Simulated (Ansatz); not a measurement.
Tl2GeF6: pressure series

Start from Tl₂GeF₆ (space group P-3m1, No. 164; a = 5.821 Å, c = 4.883 Å; a cell from a computed database, its experimental status unchecked).

Cell and atoms are relaxed at each pressure.

Calculations: Ansatz (a program for electronic structure), PBEsol, PAW, cutoff 420 eV, no spin-orbit coupling.

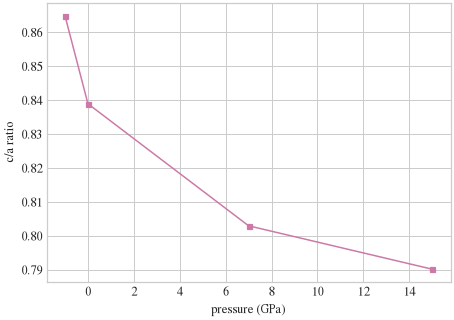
*c/a ratio against pressure*

| pressure (GPa) | c/a ratio |
|---|---|
| -1 | 0.865 |
| 7 | 0.803 |
| 15 | 0.790 |

Load acts through the strain it causes; cell and atoms are relaxed under it. Whether these cells are dynamically stable was not tested. Competing high-pressure phases were not computed.
